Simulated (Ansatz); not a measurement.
Input

```
crystal:
  periodic: [false, false, false]
  atoms:
    - {symbol: F, position_ang: [0.246512, -2.211035, -1.372217]}
    - {symbol: F, position_ang: [-2.070102, -1.349015, -1.993147]}
    - {symbol: N, position_ang: [0.094238, 0.162873, -2.734350]}
    - {symbol: Si, position_ang: [-0.600888, -0.842986, -1.541593]}
    - {symbol: Si, position_ang: [0.664219, 1.816231, -2.591634]}
    - {symbol: H, position_ang: [-0.686776, -0.142661, -0.251690]}
    - {symbol: H, position_ang: [0.190247, -0.257270, -3.659155]}
    - {symbol: H, position_ang: [0.436195, 2.230121, -1.180973]}
    - {symbol: H, position_ang: [2.116005, 1.917980, -2.917415]}
    - {symbol: H, position_ang: [-0.079917, 2.726668, -3.508956]}
basis:
  gaussian: {orbitals: def2-TZVPD}
hamiltonian: {xc: {name: PBE0}}
output: {forces: true, orbitals: {seedname: orbitals}}
```

Launched as:

```sh
ansatz run input.yaml --threads 2 --pin off --max-ram 4350MiB --events-out events.jsonl --progress --plain --runs-dir runs
```

Geometry: B3LYP-D3(BJ)/def2-SVP.

Computed with isolated molecule in a Gaussian basis; Kohn-Sham density functional theory, functional PBE0 in Ansatz 0.2.0.

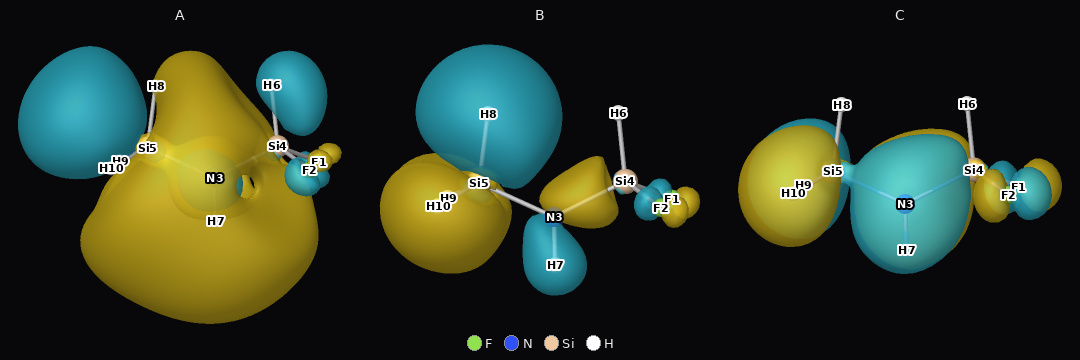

F$_{2}$H$_{5}$NSi$_{2}$ (SMILES F[SiH](F)N[SiH3]). Three frontier orbitals at ±0.05 Å⁻³ᐟ² (yellow and cyan are the two phases), in no order.

Order the three orbitals by energy and name them.

Answer. B is the HOMO−1 (−10.02 eV). It lies mainly on Si5 (about 40 %), H8 (about 35 %), H10 (about 10 %) and H9 (about 10 %). C is the HOMO (−8.36 eV). Its weight (Hirshfeld) is mainly on N3 (about 50 %), Si5 (about 15 %), H10 (about 10 %) and H9 (about 10 %). A is the LUMO (−0.29 eV). It lies mainly on Si5 (about 40 %), H7 (about 15 %), Si4 (about 15 %) and N3 (about 10 %).

What is the HOMO–LUMO gap?

Answer. 8.07 eV between the orbital energies.
